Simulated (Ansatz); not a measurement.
# CH5AlFGaO: small, medium and large basis sets

How large a basis does CH5AlFGaO need? Two functionals are run in growing sets.

Computed with Ansatz 0.2.0, Gaussian basis. Level: one geometry, several basis sets.

Plan: PBE0-D4/def2-SVP; ωB97M-V/def2-SVP; PBE0-D4/def2-QZVPP; ωB97M-V/def2-QZVPP; the functionals' def2-TZVPP values are taken from earlier runs.

**1. Structure used throughout**

An earlier PBE0-D4 in a triple-zeta def2 set relaxation fixed the geometry.

SMILES `[OH][Al]([GaH2])[CH2]F`, 10 atoms, charge 0, spin multiplicity 1.

Atoms are counted from 1 here; the program's logs count them from 0.

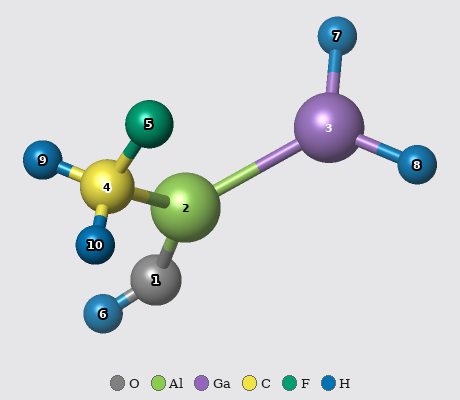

The geometry (oxygen grey, aluminium green, gallium purple, carbon yellow, fluorine teal, hydrogen blue); atoms are numbered from 1 in the order of the file.

Geometry (Å):

```
atom     x (Å)     y (Å)     z (Å)
  O1  -2.24548  -0.21806   0.06108
 Al2  -0.55000  -0.09430   0.01713
 Ga3   0.83282  -2.18863   0.06756
  C4   0.32222   1.69250  -0.07457
  F5   1.71236   1.46857  -0.09677
  H6  -2.86397   0.51021   0.04643
  H7   1.27389  -2.94325  -1.24641
  H8   1.33965  -2.83695   1.41412
  H9   0.06948   2.26918  -0.97264
 H10   0.10902   2.34072   0.78408
```

**2. PBE0-D4 in def2-SVP**

File in.yaml:

```yaml
crystal:
  periodic: [false, false, false]
  atoms:
    - {symbol: O, position_ang: [-2.245485, -0.218061, 0.061079]}
    - {symbol: Al, position_ang: [-0.550000, -0.094299, 0.017132]}
    - {symbol: Ga, position_ang: [0.832820, -2.188626, 0.067556]}
    - {symbol: C, position_ang: [0.322223, 1.692503, -0.074569]}
    - {symbol: F, position_ang: [1.712365, 1.468570, -0.096774]}
    - {symbol: H, position_ang: [-2.863975, 0.510210, 0.046428]}
    - {symbol: H, position_ang: [1.273893, -2.943248, -1.246410]}
    - {symbol: H, position_ang: [1.339647, -2.836948, 1.414116]}
    - {symbol: H, position_ang: [0.069476, 2.269180, -0.972639]}
    - {symbol: H, position_ang: [0.109025, 2.340718, 0.784081]}
basis:
  gaussian: {orbitals: def2-SVP}
hamiltonian: {xc: pbe0, dispersion: d4}
output: {orbitals: {seedname: orbitals}}
```

Started as:

```console
$ ansatz run in.yaml --threads 4 --pin off --events-out ev --progress --plain --max-ram 10444MiB
```

Further steps of the session: ωB97M-V in def2-SVP; PBE0-D4 in def2-QZVPP; ωB97M-V in def2-QZVPP.

Q: Predict the results of all the runs planned. Wanted: PBE0-D4: double and triple zeta above quadruple; ωB97M-V: double and triple zeta above quadruple.

As calculated:

```
                                       quantity           value
PBE0-D4: double and triple zeta above quadruple  18.07, 1.73 eV
ωB97M-V: double and triple zeta above quadruple  18.17, 1.68 eV
```

What this shows: PBE0-D4 gains 16.35 eV from double to triple zeta, then 1.73 eV more. These are total energies; as a rule much of such shifts cancels in differences, which this series doesn't test.
